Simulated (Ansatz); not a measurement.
# HF/6-31G(d) (spherical functions) run of C2H5AlO (SMILES [CH3][Al]1[CH2][O]1)

What is the vertical ionisation energy of C2H5AlO at HF/6-31G* (spherical functions)? 

The calculation is run with Ansatz 0.2.0.

82 further runs of the same task are left out: 82 set aside as unsound or not needed.

### 1 The structure to begin with

The species is C2H5AlO (9 atoms), meant as a singlet with charge 0. As SMILES, `[CH3][Al]1[CH2][O]1`. The coordinates come from a PBE0-D4/def2-TZVP relaxation.

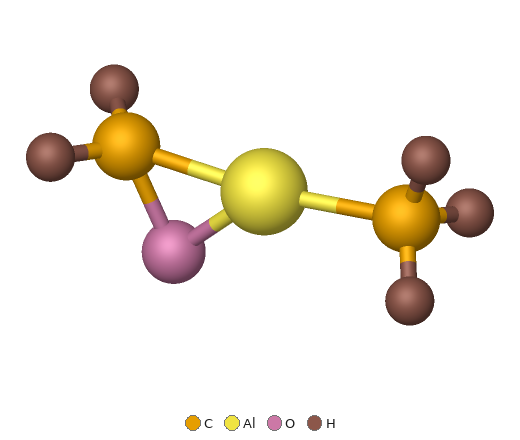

The structure, seen from a chosen angle (carbon amber, aluminium yellow, oxygen pink, hydrogen brown).

### 2 The energy at HF/6-31G(d) (spherical functions)

Input file run.yaml:

```yaml
basis:
  gaussian:
    orbitals: 6-31G_st_-spherical.json
crystal:
  periodic: [false, false, false]
  atoms:
    - symbol: C
      position_ang: [-0.670900, 1.320200, -1.081500]
    - symbol: Al
      position_ang: [0.051300, -0.076700, 0.044200]
    - symbol: C
      position_ang: [0.678700, -1.280200, 1.349300]
    - symbol: O
      position_ang: [0.789300, -1.609500, -0.097900]
    - symbol: H
      position_ang: [0.039700, 1.575000, -1.872100]
    - symbol: H
      position_ang: [-0.900200, 2.226000, -0.517500]
    - symbol: H
      position_ang: [-1.591200, 0.976800, -1.562100]
    - symbol: H
      position_ang: [0.038500, -1.980500, 1.887700]
    - symbol: H
      position_ang: [1.653200, -1.197400, 1.832800]
hamiltonian:
  xc: hf
accuracy: high
output:
  orbitals: {seedname: orbitals}
```

The basis set 6-31G* is read from a file made from the Basis Set Exchange's data (not shown).

Run with:

```
$ ansatz run run.yaml --threads 1 --pin off --max-ram 3480MiB --events-out events.jsonl --progress --plain --runs-dir runs
```

What it wrote:

```text
Warning: RAYON_NUM_THREADS=1 ignored (pool sized by the plan → 1); use --threads N
Functional definition: HF
  name "HF"
  exchange = exact_x
  correlation = 0
1640 factors; integrals over basis functions are off by at most 8.4e-9 eV
mean field evaluation 1: about -10754.7151 eV, gradient 4.0e1 eV
mean field evaluation 2: about -10754.8113 eV, gradient 4.1e1 eV
mean field evaluation 4: about -10758.5959 eV, gradient 3.7e0 eV
mean field evaluation 8: about -10758.6564 eV, gradient 6.6e-2 eV
mean field evaluation 16: about -10758.6565 eV, gradient 2.1e-8 eV
mean field -10758.65645190 eV, -395.3733321281 hartree, gradient 2.1e-8 eV, S^2 0.000000; 0 other end points of the search recorded, 0 dependent functions left out
reference -10758.65645190 eV, -395.3733321281 hartree; 19, 19 occupied and 51, 51 virtual orbitals, 1640 factors
Total energy: -10758.65645190 eV, -395.3733321281 hartree
```

It took 1.6 s on 1 thread of Arm Neoverse V2, shared host; peak memory 0.16 GiB.

### 3 The doublet cation, same level

Input file molecule.yaml:

```yaml
crystal:
  periodic: [false, false, false]
  atoms:
    - {symbol: C, position_ang: [-0.670900, 1.320200, -1.081500]}
    - {symbol: Al, position_ang: [0.051300, -0.076700, 0.044200]}
    - {symbol: C, position_ang: [0.678700, -1.280200, 1.349300]}
    - {symbol: O, position_ang: [0.789300, -1.609500, -0.097900]}
    - {symbol: H, position_ang: [0.039700, 1.575000, -1.872100]}
    - {symbol: H, position_ang: [-0.900200, 2.226000, -0.517500]}
    - {symbol: H, position_ang: [-1.591200, 0.976800, -1.562100]}
    - {symbol: H, position_ang: [0.038500, -1.980500, 1.887700]}
    - {symbol: H, position_ang: [1.653200, -1.197400, 1.832800]}
basis:
  gaussian: {orbitals: 6-31G_st_-spherical.json}
accuracy: high
magnetization: {spin_polarized: true, initial_magnetization: 1}
total_charge: 1
output: {orbitals: {seedname: orbitals}}
hamiltonian: {xc: hf}
```

The basis set 6-31G* is read from a file made from the Basis Set Exchange's data (not shown).

Run with:

```
$ ansatz run molecule.yaml --threads 1 --pin off --max-ram 3480MiB --events-out events.jsonl --progress --plain --runs-dir runs
```

What it wrote:

```text
Warning: RAYON_NUM_THREADS=1 ignored (pool sized by the plan → 1); use --threads N
[... 4 set-up lines as earlier in the session ...]
1640 factors; integrals over basis functions are off by at most 8.4e-9 eV
mean field evaluation 1: about -10744.3210 eV, gradient 3.9e1 eV
mean field evaluation 2: about -10744.4099 eV, gradient 3.9e1 eV
mean field evaluation 4: about -10750.9574 eV, gradient 3.8e0 eV
mean field evaluation 8: about -10751.1623 eV, gradient 5.7e-1 eV
mean field evaluation 16: about -10751.1850 eV, gradient 1.8e-8 eV
mean field evaluation 32: about -10751.0988 eV, gradient 6.5e-1 eV
mean field evaluation 64: about -10750.0489 eV, gradient 4.3e0 eV
mean field evaluation 96: about -10747.0771 eV, gradient 3.2e1 eV
mean field -10751.18503114 eV, -395.0987624795 hartree, gradient 2.9e-8 eV, S^2 0.773571; 1 other end points of the search recorded, 0 dependent functions left out
reference -10751.18503114 eV, -395.0987624795 hartree; 19, 18 occupied and 51, 52 virtual orbitals, 1640 factors
Total energy: -10751.18503114 eV, -395.0987624795 hartree
```

It took 3.9 s on 1 thread of Arm Neoverse V2, shared host; peak memory 0.2 GiB.

### 4 What came out

Level: HF/6-31G* (spherical functions).

```
                                          quantity          value
                     singlet C2H5AlO: total energy  -395.37333 Eh
                      singlet C2H5AlO: HOMO energy       -9.00 eV
                      singlet C2H5AlO: LUMO energy        2.26 eV
                    singlet C2H5AlO: HOMO–LUMO gap       11.26 eV
                      doublet cation: total energy  -395.09876 Eh
doublet cation: HOMO energy (highest over α and β)      -17.59 eV
 doublet cation: LUMO energy (lowest over α and β)       -6.22 eV
                              doublet cation: ⟨S²⟩          0.774
vertical ionisation energy (to the doublet cation)       7.471 eV
```

**Reading.** The vertical ionisation energy comes to 7.47 eV (172 kcal/mol). The negative HOMO energy of the first species, 9.00 eV, lies 1.53 eV above that difference.
